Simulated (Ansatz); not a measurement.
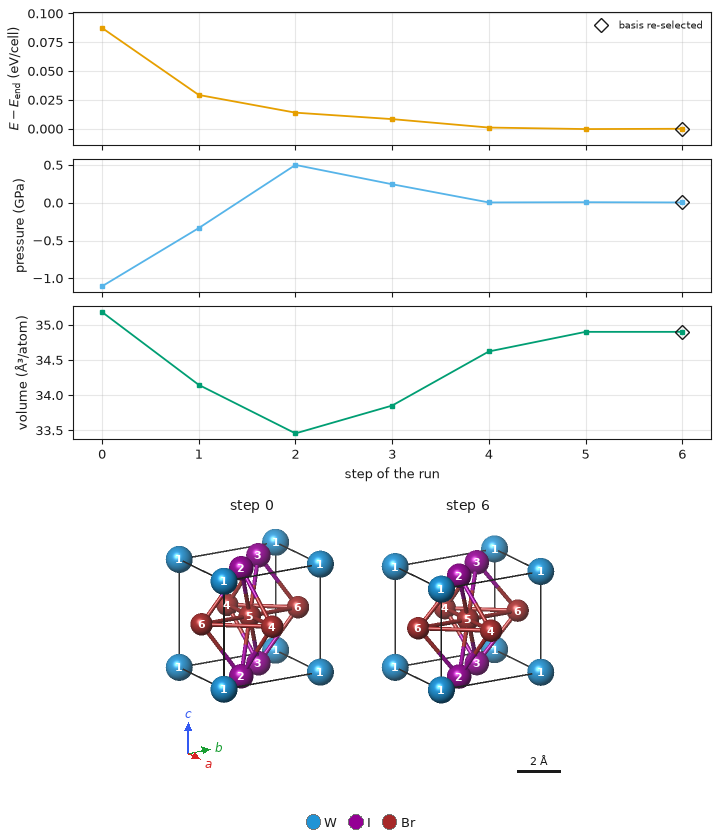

First and last geometry of a relaxation of solid WI2Br3 (a generated structure, set up in P6/mmm), with the history of the run. A ball-and-stick model of the cell of the calculation, seen slightly off an axis.

All numbers below come from Ansatz 0.2.0, DFT PBE, scalar-relativistic, plane waves, PAW.

Input
```yaml
crystal:
  lattice:
    - [6.85087968, 0.0, 0.0]
    - [-3.42543984, 5.93303584, 0.0]
    - [0.0, 0.0, 5.19353872]
  atoms:
    - { symbol: W, position: [0.0, 0.0, 0.0], spin: 4.91 }
    - { symbol: I, position: [0.66666667, 0.33333333, 0.0] }
    - { symbol: I, position: [0.33333333, 0.66666667, 0.0] }
    - { symbol: Br, position: [0.0, 0.5, 0.5] }
    - { symbol: Br, position: [0.5, 0.5, 0.5] }
    - { symbol: Br, position: [0.5, 0.0, 0.5] }
basis:
  ecutwfc: 420
kpoints:
  mp_grid: { grid: [6, 6, 8] }
hamiltonian:
  xc: pbe
scf:
  occupations: { method: gaussian, width: 0.1 }
output:
  forces: true
  stress: true
  eigenvalues: true
  populations: true
magnetization:
  spin_polarized: true
relax:
  adjacent_minimum: "off"
  f_tol: 0.01
  max_steps: 80
  cell: { stress_tol: 0.05 }
```

Run as
```bash
ansatz run input.yaml --threads 1 --pin off --max-ram 2048MiB --backend cpu --events-out ev --progress --plain --runs-dir out
```

Read the history and describe the run.

It converged. The energy falls by 87.5 meV per cell of the calculation in 5 accepted moves (6 points after the start). All forces vanish by symmetry, so only the cell relaxes. Pressure: −1.11 GPa at the start and 0.00 GPa at the end. At 1 point the geometry stayed and the basis and grid were re-selected for the new cell (energy shift of 0.3 meV per cell of the calculation at most each time). No atom moves by more than 0.005 Å relative to the cell. The volume changes by −0.8 %, with a = b 6.851 → 7.062 Å (+3.1 %), c 5.194 → 4.849 Å (−6.6 %). Some distances before and after: Br4–Br5 3.425 → 3.531 Å, I2–Br4 3.264 → 3.168 Å. The space group stays P6/mmm (No. 191). Cost: 5.2 min on 1 thread of Arm Neoverse V2 (shared host), peak memory 0.8 GiB.
